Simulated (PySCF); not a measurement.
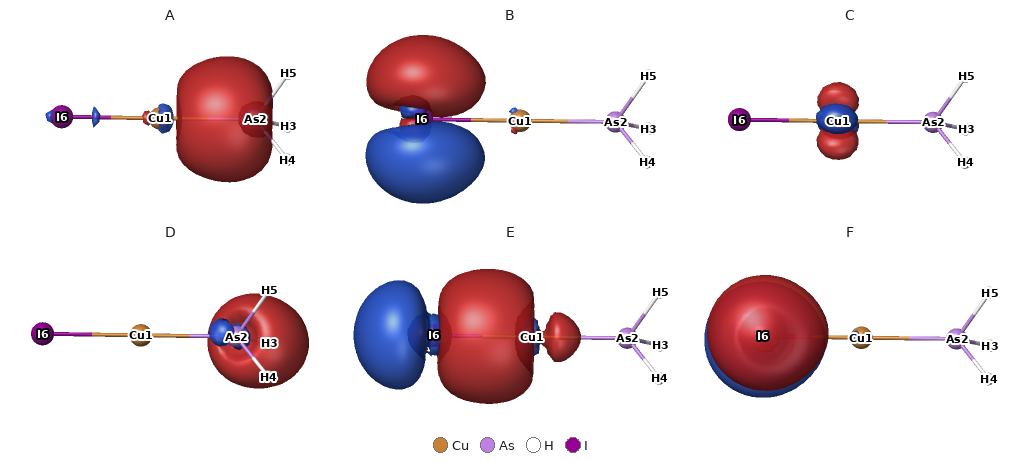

Cu(AsH3)I (AsCuH$_{3}$I). Pipek–Mezey orbitals, occupied; each surface holds about 85 % of the orbital's density. Energies are diagonal elements of the Fock matrix.

Method: B3LYP/def2-SVP; geometry: GFN2-xTB; program: PySCF. Core potentials replace the inner electrons of I; spin–orbit coupling isn't included. This is a single-reference result, which may miss multireference character in this system. No frequency check shows the geometry to be a minimum. GFN2-xTB bond lengths at metals and heavier atoms can be off by up to 0.1 Å and shapes distorted, which carries into these values.

Coordinates in Å:

```
Cu1     -0.3552   -0.0183   -0.0019
As2     -2.7191    0.0054    0.0006
H3      -3.5603   -1.2130   -0.0430
H4      -3.5043    0.6922   -1.0523
H5      -3.5039    0.6121    1.1031
I6       2.0868    0.0050    0.0005
```

Name the orbitals, with their atomic make-up and energies.

By panel:
- A: pair mostly on As2, directed at Cu1 (a polar σ bond or a donated lone pair) (As2 92 %, Cu1 6 %; −12.5 eV)
- B: lone pair on I6 (p-type) (I6 96 %, Cu1 4 %; −9.0 eV)
- C: d orbital on Cu1 (Cu1 100 %; −7.6 eV)
- D: σ bond As2–H3 (As2 51 %, H3 49 %; −13.4 eV)
- E: σ bond Cu1–I6 (Cu1 51 %, I6 48 %; −9.2 eV)
- F: lone pair on I6 (p-type) (I6 96 %, Cu1 4 %; −6.0 eV)
